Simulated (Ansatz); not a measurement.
# BPW2, from a guessed structure to a relaxed one

This structure for BPW2 is made up. Its elements were placed in a known structure type with a cell scaled to their sizes. What cell does the guess relax to, and how far off was it?

Program: Ansatz 0.2.0. Level of theory: DFT, PBE, plane-wave PAW, files of the set soft_1, scalar-relativistic, no spin, cell and ions relaxed at zero pressure; PAW set soft_1, in the first sound run; inputs show where later runs differ. Results are calculated unless marked as measured.

## (1) The structure

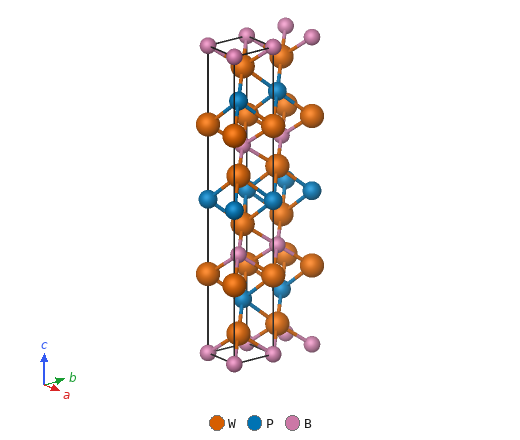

Start, viewed slightly off an axis; tungsten orange, phosphorus blue, boron pink. 1×2×1 cells are drawn. This picture shows the conventional cell, with its axes. Bonds to atoms that aren't drawn are left out. Some periodic images of atoms are drawn too.

## (2) Relaxation of the guess

The guessed cell has no reason to be at equilibrium. It is relaxed with the atoms, within the space group of the guess.

The input, input.yaml:

```yaml
crystal:
  lattice:
    - [1.7325, 1.000259341, 5.510333333]
    - [-1.7325, 1.000259341, 5.510333333]
    - [0.0, -2.000518683, 5.510333333]
  atoms:
    - { symbol: W, position: [0.256733331, 0.256733331, 0.256733331] }
    - { symbol: W, position: [0.743266669, 0.743266669, 0.743266669] }
    - { symbol: P, position: [0.5, 0.5, 0.5] }
    - { symbol: B, position: [0.0, 0.0, 0.0] }
kpoints:
  mp_grid: { grid: [9, 9, 9] }
scf:
  occupations: { method: fermi_dirac, width: 0.05 }
hamiltonian:
  xc: pbe
  pseudopotentials: { kind: paw, azcp: { folder: soft_1 } }
relax:
  f_tol: 0.015
  max_steps: 70
  cell: {}
output:
  forces: true
  stress: true
```

Command:

```bash
> ansatz run input.yaml --threads 4 --pin off --max-ram 8192MiB --backend cpu --events-out ev --progress --plain --runs-dir out
```

Numbers of over 12 decimals in the logs are rounded to 6 here.

The log of the run:

```text
basis.fft_grid_basis auto: the FFT boxes are laid along the combinations [[1, 0, -1], [0, 1, -1], [0, 0, 1]] of the cell's own vectors, 3.465, 3.465 and 5.862 Å long. The dense box has 24×24×40 points. Along the cell's own vectors, as sized, it would have 40×40×40, 2.78 times as many. Of the 12 symmetry operations that the crystal satisfies within crystal.symmetry.tolerance (time reversal apart; of a slab, those that [...]
Engine: ansatz 0.2.0, aarch64-unknown-linux-gnu
Pseudopotentials: kind: paw
Pseudopotential: W, paw, valence charge 14, recommended cutoff 420 eV (normal), soft_1/W.paw.azcp
Pseudopotential: P, paw, valence charge 5, recommended cutoff 420 eV (normal), soft_1/P.paw.azcp
Pseudopotential: B, paw, valence charge 3, recommended cutoff 420 eV (normal), soft_1/B.paw.azcp
Functional definition: PBE
  parameter kappa = 0.804
  parameter beta = 0.066725
  exchange = pbe_x(kappa = kappa, mu = beta*pi^2/3)
  correlation = pbe_c(beta = beta)
Crystal: 4 atoms, lattice volume = 57.295 Å³
Basis set: ecut = 420 eV, 1117 PW (Γ), FFT grids on a1−a3, a2−a3, a3, exchange–correlation on 48×48×80 points (8 copies of the dense FFT grid, shifted against one another)
Bands: 22, of which v1, the nominal top of the filled ones, is band 18 counted from 1 (17 counted from 0)
Symmetry: 12 space group operations
Space group: R-3m (ITA 166), of the structure as read, at distance tolerance 3.9e-5 Å
k-points: 85 of 729
Non-local potential: W, projectors of the file, l = 0: 3, l = 1: 2, l = 2: 2, l = 3: 1
Non-local potential: P, projectors of the file, l = 0: 2, l = 1: 2, l = 2: 1
Non-local potential: B, projectors of the file, l = 0: 2, l = 1: 2, l = 2: 1
PAW form: soft (Blöchl's): semilocal exchange-correlation on the pseudo side does not see the compensation charge
PAW one-centre angular grid: W, 590 points (default); XC on 64 Gauss nodes
PAW one-centre angular grid: P, 110 points (default); XC on 64 Gauss nodes
PAW one-centre angular grid: B, 110 points (default); XC on 64 Gauss nodes
Initial density: superposition of atomic densities (chi_scale 0.1, normalization cell, long waves kept (reshape's long-wave potential 0.00 eV rms))
Initial wavefunctions: pseudopotential atomic-orbital guess
Functional: x = pbe(κ = 0.804, μ = 0.219515), c = pbe(β = 0.066725)
SCF iter   1: F=—  HF=-21684.436856 eV  |F-HF|=—  |Δ(HF+E_count)|=         —  Δρ=8.69e-2  dr2=8.34e0  ethr=3.10e-3  ⟨swp⟩=6.1  Hψ=9437  notcnv=0
preconditioner: auto → Kerker (q_TF=auto, 2.525 Å⁻¹)  [metal: Δε(μ)=0.023 eV  Ē_g=6.684 eV  σ=0.050 eV  W_gap=0.11  n_scr=16 (ndim 8)  ℏωp=21.9 eV  f_vac=0.000  D(μ)=3.05/eV (n_scr^D=28)]
SCF iter   2: F=—  HF=-21682.917357 eV  |F-HF|=—  |Δ(HF+E_count)|=    1.52e0  Δρ=4.05e-2  dr2=1.81e0  ethr=3.10e-3  ⟨swp⟩=2.0  Hψ=3628  notcnv=0
SCF iter   3: F=—  HF=-21682.515556 eV  |F-HF|=—  |Δ(HF+E_count)|=   4.02e-1  Δρ=5.97e-3  dr2=2.96e-2  ethr=3.10e-3  ⟨swp⟩=2.3  Hψ=3087  notcnv=0
SCF iter   4: F=—  HF=-21682.512288 eV  |F-HF|=—  |Δ(HF+E_count)|=   3.27e-3  Δρ=1.08e-3  dr2=1.15e-3  ethr=8.21e-5  ⟨swp⟩=2.6  Hψ=3354  notcnv=0
SCF iter   5: F=—  HF=-21682.512081 eV  |F-HF|=—  |Δ(HF+E_count)|=   2.07e-4  Δρ=2.84e-4  dr2=1.07e-4  ethr=3.20e-6  ⟨swp⟩=2.2  Hψ=2591  notcnv=0
SCF iter   6: F=—  HF=-21682.512063 eV  |F-HF|=—  |Δ(HF+E_count)|=   1.87e-5  Δρ=8.03e-5  dr2=3.84e-6  ethr=2.96e-7  ⟨swp⟩=2.0  Hψ=2636  notcnv=0
SCF iter   7: F=—  HF=-21682.512052 eV  |F-HF|=—  |Δ(HF+E_count)|=   1.12e-5  Δρ=1.18e-5  dr2=7.01e-8  ethr=2.78e-10  ⟨swp⟩=3.2  Hψ=7862  notcnv=0
SCF iter   8: F=-21682.512052 eV  HF=-21682.512052 eV  |F-HF|=7.06e-10  |Δ(HF+E_count)|=   8.51e-9  Δρ=1.93e-6  dr2=2.34e-9  ethr=1.95e-10  ⟨swp⟩=2.2  Hψ=6382  notcnv=0
SCF 1 converged in 8 iterations: F = -21682.512052 eV  dr2 = 2.34e-9
  greatest PAW one-centre occupation: 0.999 electrons in one spin orbital (limit 2), on the W atom at site 1 (counted from 0), in its partial waves of l = 0
relax step   1: F+E_penalty+E_count = -21682.51205161 eV  Δ(F+E_penalty+E_count) = +0.000e0 eV  max|allowed force component| = 2.439e0 eV/Å  Δτ_max = 0.0000 Å  P = -17.501 GPa  Ω = 57.295 Å³  (8 SCF iters, dr2 threshold 1.00e-7 eV, accepted)
Crystal: 4 atoms, lattice volume = 50.025 Å³
Basis set: ecut = 420 eV, 1001 PW (Γ), FFT grids on a1−a3, a2−a3, a3, exchange–correlation on 48×48×80 points (8 copies of the dense FFT grid, shifted against one another)
Initial density: handed on by an earlier stage of this run
Initial wavefunctions: those handed on with the density
SCF iter   1: F=—  HF=-21683.737903 eV  |F-HF|=—  |Δ(HF+E_count)|=         —  Δρ=3.55e-2  dr2=1.53e0  ethr=3.10e-3  ⟨swp⟩=6.7  Hψ=9264  notcnv=0
preconditioner: auto → Kerker (q_TF=auto, 2.583 Å⁻¹)  [metal: Δε(μ)=0.024 eV  Ē_g=7.015 eV  σ=0.050 eV  W_gap=0.12  n_scr=16 (ndim 8)  ℏωp=23.5 eV  f_vac=0.000  D(μ)=1.79/eV (n_scr^D=16)]
SCF iter   2: F=—  HF=-21683.489180 eV  |F-HF|=—  |Δ(HF+E_count)|=   2.49e-1  Δρ=1.87e-2  dr2=5.13e-1  ethr=3.10e-3  ⟨swp⟩=1.5  Hψ=2616  notcnv=0
SCF iter   3: F=—  HF=-21683.372597 eV  |F-HF|=—  |Δ(HF+E_count)|=   1.17e-1  Δρ=2.87e-3  dr2=1.57e-2  ethr=1.42e-3  ⟨swp⟩=2.0  Hψ=2971  notcnv=0
SCF iter   4: F=—  HF=-21683.369306 eV  |F-HF|=—  |Δ(HF+E_count)|=   3.29e-3  Δρ=7.46e-4  dr2=3.66e-4  ethr=4.35e-5  ⟨swp⟩=2.0  Hψ=2802  notcnv=0
SCF iter   5: F=—  HF=-21683.369239 eV  |F-HF|=—  |Δ(HF+E_count)|=   6.76e-5  Δρ=1.49e-4  dr2=1.28e-5  ethr=1.02e-6  ⟨swp⟩=2.0  Hψ=2728  notcnv=0
SCF iter   6: F=-21683.369239 eV  HF=-21683.369239 eV  |F-HF|=2.11e-10  |Δ(HF+E_count)|=   4.99e-7  Δρ=2.64e-5  dr2=2.92e-7  ethr=1.11e-9  ⟨swp⟩=3.1  Hψ=7865  notcnv=0
SCF 2 converged in 6 iterations: F = -21683.369239 eV  dr2 = 2.92e-7
relax step   2: F+E_penalty+E_count = -21683.36923937 eV  Δ(F+E_penalty+E_count) = -8.572e-1 eV  max|allowed force component| = 5.301e-2 eV/Å  Δτ_max = 0.1956 Å  P = +20.152 GPa  Ω = 50.025 Å³  energy of the carried Pulay correction = +3.207e-3 eV  (6 SCF iters, dr2 threshold 4.00e-7 eV, accepted)
Crystal: 4 atoms, lattice volume = 52.469 Å³
Basis set: ecut = 420 eV, 1051 PW (Γ), FFT grids on a1−a3, a2−a3, a3, exchange–correlation on 48×48×80 points (8 copies of the dense FFT grid, shifted against one another)
iter 1 solved again at ethr=2.73e-4 eV; its pass at ethr=3.10e-3 eV (dr2=9.85e-2 eV) is discarded
SCF iter   1: F=—  HF=-21683.772558 eV  |F-HF|=—  |Δ(HF+E_count)|=         —  Δρ=7.01e-3  dr2=9.89e-2  ethr=2.73e-4  ⟨swp⟩=1.0  Hψ=10824  notcnv=0
preconditioner: auto → Kerker (q_TF=auto, 2.562 Å⁻¹)  [metal: Δε(μ)=0.029 eV  Ē_g=6.617 eV  σ=0.050 eV  W_gap=0.15  n_scr=16 (ndim 8)  ℏωp=22.9 eV  f_vac=0.000  D(μ)=1.52/eV (n_scr^D=10)]
SCF iter   2: F=—  HF=-21683.760722 eV  |F-HF|=—  |Δ(HF+E_count)|=   1.18e-2  Δρ=4.13e-3  dr2=3.91e-2  ethr=2.73e-4  ⟨swp⟩=1.1  Hψ=1875  notcnv=0
SCF iter   3: F=—  HF=-21683.752903 eV  |F-HF|=—  |Δ(HF+E_count)|=   7.82e-3  Δρ=7.88e-4  dr2=9.16e-4  ethr=1.09e-4  ⟨swp⟩=2.0  Hψ=2911  notcnv=0
SCF iter   4: F=—  HF=-21683.752718 eV  |F-HF|=—  |Δ(HF+E_count)|=   1.85e-4  Δρ=2.29e-4  dr2=3.02e-5  ethr=2.55e-6  ⟨swp⟩=2.0  Hψ=2576  notcnv=0
SCF iter   5: F=—  HF=-21683.752714 eV  |F-HF|=—  |Δ(HF+E_count)|=   3.69e-6  Δρ=4.05e-5  dr2=6.95e-7  ethr=8.39e-8  ⟨swp⟩=2.0  Hψ=2699  notcnv=0
SCF iter   6: F=-21683.752715 eV  HF=-21683.752715 eV  |F-HF|=1.92e-9  |Δ(HF+E_count)|=   2.62e-7  Δρ=6.28e-6  dr2=1.60e-8  ethr=1.11e-9  ⟨swp⟩=4.0  Hψ=6177  notcnv=0
SCF 3 converged in 6 iterations: F = -21683.752715 eV  dr2 = 1.60e-8
relax step   3: F+E_penalty+E_count = -21683.75271472 eV  Δ(F+E_penalty+E_count) = -3.835e-1 eV  max|allowed force component| = 4.327e-1 eV/Å  Δτ_max = 0.0053 Å  P = +4.957 GPa  Ω = 52.469 Å³  energy of the carried Pulay correction = +2.081e-3 eV  (6 SCF iters, dr2 threshold 4.00e-7 eV, accepted)
[...]
relax step   4: F+E_penalty+E_count = -21683.87317399 eV  Δ(F+E_penalty+E_count) = -1.205e-1 eV  max|allowed force component| = 1.257e0 eV/Å  Δτ_max = 0.0499 Å  P = +4.138 GPa  Ω = 52.994 Å³  energy of the carried Pulay correction = +1.846e-3 eV  (6 SCF iters, dr2 threshold 4.00e-7 eV, accepted)
[...]
relax step   5: F+E_penalty+E_count = -21683.93364878 eV  Δ(F+E_penalty+E_count) = -6.047e-2 eV  max|allowed force component| = 2.601e-1 eV/Å  Δτ_max = 0.0384 Å  P = -0.981 GPa  Ω = 53.317 Å³  energy of the carried Pulay correction = +1.702e-3 eV  (6 SCF iters, dr2 threshold 4.00e-7 eV, accepted)
[...]
relax step   6: F+E_penalty+E_count = -21683.93765968 eV  Δ(F+E_penalty+E_count) = -4.011e-3 eV  max|allowed force component| = 1.827e-2 eV/Å  Δτ_max = 0.0067 Å  P = -0.137 GPa  Ω = 53.261 Å³  energy of the carried Pulay correction = +1.727e-3 eV  (6 SCF iters, dr2 threshold 4.00e-7 eV, accepted)
[...]
relax step   7: F+E_penalty+E_count = -21683.93768832 eV  Δ(F+E_penalty+E_count) = -2.863e-5 eV  max|allowed force component| = 1.643e-3 eV/Å  Δτ_max = 0.0004 Å  P = +0.007 GPa  Ω = 53.236 Å³  energy of the carried Pulay correction = +1.738e-3 eV  (6 SCF iters, dr2 threshold 6.28e-8 eV, accepted)
[...]
relax step   8: F+E_penalty+E_count = -21683.93760352 eV  Δ(F+E_penalty+E_count) = +8.479e-5 eV  max|allowed force component| = 2.219e-3 eV/Å  Δτ_max = 0.0000 Å  P = +0.019 GPa  Ω = 53.236 Å³  stress off target by 8.46e-2 GPa  SCF on the basis re-selected at this cell (its energy is not comparable with the rows above)  (6 SCF iters)
[...]
relax step   9: F+E_penalty+E_count = -21683.93761053 eV  Δ(F+E_penalty+E_count) = -7.006e-6 eV  max|allowed force component| = 3.327e-4 eV/Å  Δτ_max = 0.0000 Å  P = -0.001 GPa  Ω = 53.237 Å³  energy of the carried Pulay correction = +3.435e-7 eV  (6 SCF iters, dr2 threshold 1.79e-8 eV, accepted)
iter 1 solved again at ethr=9.16e-9 eV; its pass at ethr=3.10e-3 eV (dr2=3.30e-6 eV) is discarded
SCF iter   1: F=—  HF=-21683.937607 eV  |F-HF|=—  |Δ(HF+E_count)|=         —  Δρ=1.31e-6  dr2=1.39e-10  ethr=9.16e-9  ⟨swp⟩=3.7  Hψ=14499  notcnv=0
iter 2 did not close the SCF: its close was put off for the readings that it lacked (scf_convergence_deferred on its scf_iter line)
SCF iter   2: F=-21683.937610 eV  HF=-21683.937610 eV  |F-HF|=7.28e-11  |Δ(HF+E_count)|=   2.49e-6  Δρ=6.84e-7  dr2=3.28e-11  ethr=1.00e-12  ⟨swp⟩=3.0  Hψ=4163  notcnv=0
iter 3 did not close the SCF: its close was put off for the readings that it lacked (scf_convergence_deferred on its scf_iter line)
SCF iter   3: F=-21683.937610 eV  HF=-21683.937610 eV  |F-HF|=1.46e-11  |Δ(HF+E_count)|=  5.46e-11  Δρ=2.53e-7  dr2=4.69e-12  ethr=1.00e-12  ⟨swp⟩=1.0  Hψ=1870  notcnv=0
iter 4 did not close the SCF: its close was put off for the readings that it lacked (scf_convergence_deferred on its scf_iter line)
SCF iter   4: F=-21683.937610 eV  HF=-21683.937610 eV  |F-HF|=7.28e-12  |Δ(HF+E_count)|=  2.91e-11  Δρ=1.52e-8  dr2=7.49e-14  ethr=1.00e-12  ⟨swp⟩=1.0  Hψ=1870  notcnv=0
iter 5 did not close the SCF: its close was put off for the readings that it lacked (scf_convergence_deferred on its scf_iter line)
SCF iter   5: F=-21683.937610 eV  HF=-21683.937610 eV  |F-HF|=1.09e-11  |Δ(HF+E_count)|=  1.09e-11  Δρ=2.69e-9  dr2=5.39e-15  ethr=1.00e-12  ⟨swp⟩=1.0  Hψ=1870  notcnv=0
SCF iter   6: F=-21683.937610 eV  HF=-21683.937610 eV  |F-HF|=1.46e-11  |Δ(HF+E_count)|=  1.46e-11  Δρ=9.48e-10  dr2=5.43e-16  ethr=1.00e-12  ⟨swp⟩=1.0  Hψ=4084  notcnv=0
SCF 10 converged in 6 iterations: F = -21683.937610 eV  dr2 = 5.43e-16
relax step  10: F+E_penalty+E_count = -21683.93760974 eV  Δ(F+E_penalty+E_count) = +7.901e-7 eV  max|allowed force component| = 3.329e-4 eV/Å  Δτ_max = 0.0000 Å  P = -0.001 GPa  Ω = 53.237 Å³  stress off target by 5.58e-3 GPa  SCF on the basis re-selected at this cell (its energy is not comparable with the rows above)  (6 SCF iters)
basis re-selected at this cell: Δ(F+E_penalty+E_count) = +7.901e-7 eV, ΔP = +0.000 GPa vs the last step (what re-selecting the basis moved, of the pressure what is left beyond the Pulay correction that the steps carried, after the strain that the cell walked since its last selection, with what the two solves' SCF thresholds leave and, on support functions, any second-order correction that the steps lacked; it is no m [...]
SCF converged after 6 iterations
Free energy (F): -21683.937610 eV
Harris-Foulkes:  -21683.937610 eV  (|F-HF|=1.46e-11)
Internal energy: -21683.925255 eV  (E = F + TS)
E sigma→0 (E₀):  -21683.931432 eV
Entropy (-TS):   -0.012355 eV (-3.089 meV/atom)
Fermi energy:    17.783099 eV
--- Per-component energies (eV) ---
  E_band       = -220.507596
  E_kinetic    = 964.584463
  E_local      = -1680.582199  (includes V_loc(G=0)·N_el)
  E_nonlocal   = -10.222697
  E_hartree    = 702.059645
  E_xc         = -642.293622
  E_vxc        = -564.038508  (∫ρ·V_xc dr)
  E_paw        = -17791.731879  (= ΣΔE_a)
  E_vpaw       = -334.368244  (= ΣTr[D̂ρ^β])
  E_aug_tail   = 0.000298  (compensation charges beyond the density's cutoff)
  E_ewald      = -3225.739265
  E_smearing   = -0.012355  (= −TS)
  E_closure    = 0.000000  (closes the sum)
  Σ components = -21683.937610   (vs F -21683.937610, Δ=0.00e0)
--- Forces (eV/Å), atoms counted from 1 ---
  atom   1  W     -0.00000000     0.00000000    -0.00033286
  atom   2  W      0.00000000    -0.00000000     0.00033286
  atom   3  P     -0.00000000    -0.00000000     0.00000000
  atom   4  B     -0.00000000     0.00000000     0.00000000
  max |Σ_I F_I| component: 1.85e-17 eV/Å
--- Stress (GPa, compression-positive) ---
        0.000774       0.000000      -0.000000
        0.000000       0.000774       0.000000
       -0.000000       0.000000      -0.005583
  P = ⅓ Tr σ = -0.0013 GPa (-0.013 kbar)
--- Relaxed structure (8 steps of the walk, 8 accepted, 2 SCFs on fresh bases) ---
  F+E_penalty+E_count = -21683.93760974 eV   max|allowed force component| = 3.329e-4 eV/Å   (the final SCF, on the basis selected at the relaxed cell)
  cell:  # Å, volume = 53.2374 Å³
    - [1.604970, 0.926630, 5.966121]
    - [-1.604970, 0.926630, 5.966121]
    - [0, -1.853260, 5.966121]
  atoms:
    - { symbol: W, position: [0.270006, 0.270006, 0.270006] }
    - { symbol: W, position: [0.729994, 0.729994, 0.729994] }
    - { symbol: P, position: [0.5, 0.5, 0.5] }
    - { symbol: B, position: [0, 0, 0] }
```

Run time: 10 s. Hardware: 4 threads of Arm Neoverse V2, shared host; peak memory 0.42 GiB.

The steps of the relaxation:

| step | energy less that of the first step (eV) | largest force component (eV/Å) | pressure (GPa) | volume (Å³) |
| --- | --- | --- | --- | --- |
| 1 | 0.0000 | 2.4389 | -17.50 | 57.29 |
| 2 | -0.8572 | 0.0530 | 20.15 | 50.02 |
| 3 | -1.2407 | 0.4327 | 4.96 | 52.47 |
| 4 | -1.3611 | 1.2568 | 4.14 | 52.99 |
| 5 | -1.4216 | 0.2601 | -0.98 | 53.32 |
| 6 | -1.4256 | 0.0183 | -0.14 | 53.26 |
| 7 | -1.4256 | 0.0016 | 0.01 | 53.24 |
| 8* | -1.4256 | 0.0022 | 0.02 | 53.24 |
| 9 | -1.4256 | 0.0003 | 0.00 | 53.24 |
| 10* | -1.4256 | 0.0003 | 0.00 | 53.24 |

Relaxation steps marked * repeat the geometry before them on a plane-wave basis chosen anew for their cell, so energy and pressure can jump there.

The run keeps the 12 symmetry operations that it works with, so distortions that break them were not tested.

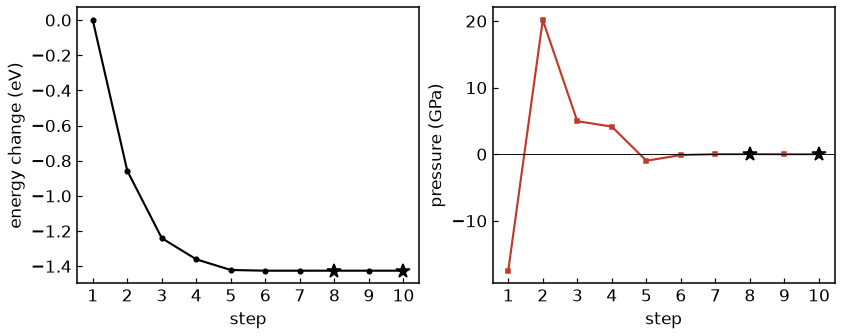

Energy and pressure along the relaxation. Stars mark steps on a basis chosen anew.

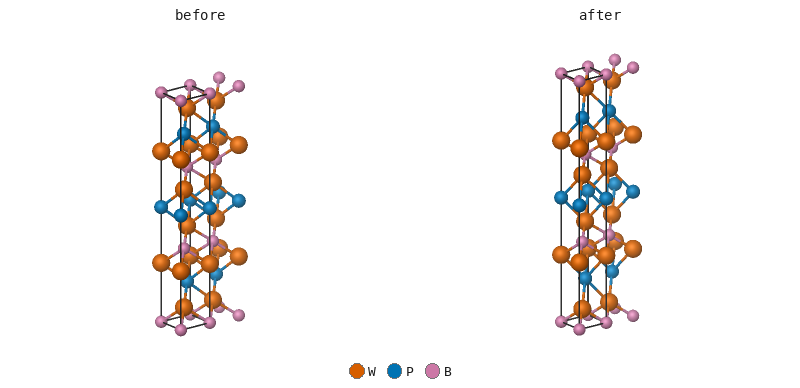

Before and after, at one scale. Bonds to atoms that aren't drawn are left out.

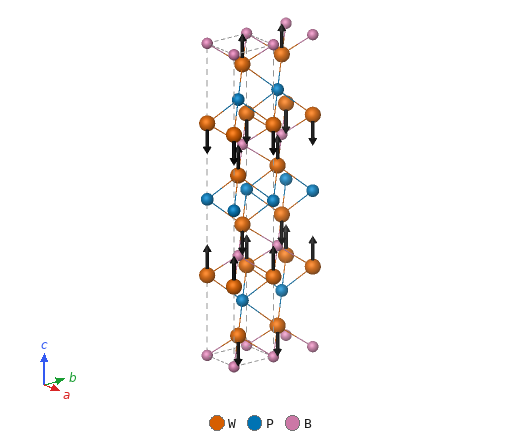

Displacements in the relaxation, exaggerated, measured against the changing cell; the longest in the cell stands for 0.24 Å. Bonds to atoms that aren't drawn are left out. 1×2×1 conventional cells are drawn. Some periodic images of atoms are drawn too.

| conventional cell, symmetrised | before | after | change |
| --- | --- | --- | --- |
| a (Å) | 3.465 | 3.210 | -7.4 % |
| b (Å) | 3.465 | 3.210 | -7.4 % |
| c (Å) | 16.531 | 17.898 | +8.3 % |
| volume (Å³/atom) | 14.32 | 13.31 | -7.1 % |

The atoms that moved most (Å, as changes of fractional coordinates times the final cell):

| atom | dx | dy | dz | length |
| --- | --- | --- | --- | --- |
| W2 | 0.000 | 0.000 | -0.238 | 0.238 |
| W1 | 0.000 | 0.000 | 0.238 | 0.238 |

Numbers from this step:

```yaml
free_energy: -21683.9376 eV
energy_at_zero_smearing: -21683.9314 eV
smearing_term_ts: 0.01235 eV
fermi_energy: 17.78 eV
electrons: 36
symmetry_operations: 12
pressure: -0.001345 GPa
```

Shortest distances by pair of elements, guess and relaxed (not always the same contact):

| pair | guess (Å) | relaxed (Å) |
| --- | --- | --- |
| B–W | 2.368 | 2.172 |
| P–W | 2.494 | 2.618 |
| W–W | 3.227 | 2.928 |
| P–P | 3.465 | 3.210 |
| B–B | 3.465 | 3.210 |

The relaxation ends with a largest force component of 3.3e-4 eV/Å and a pressure of 0.00 GPa.

(Continued in part 2 of 2.)

[Logs are printed without paths, hosts, clocks, repeated set-up lines and the standing remarks that a program may print on its own settings, such as how far it seeks lower states.]

[Hosts, paths, dates, database ids (printed as entryN), source tags and the programs' standing remarks are cut or masked in the printed files.]
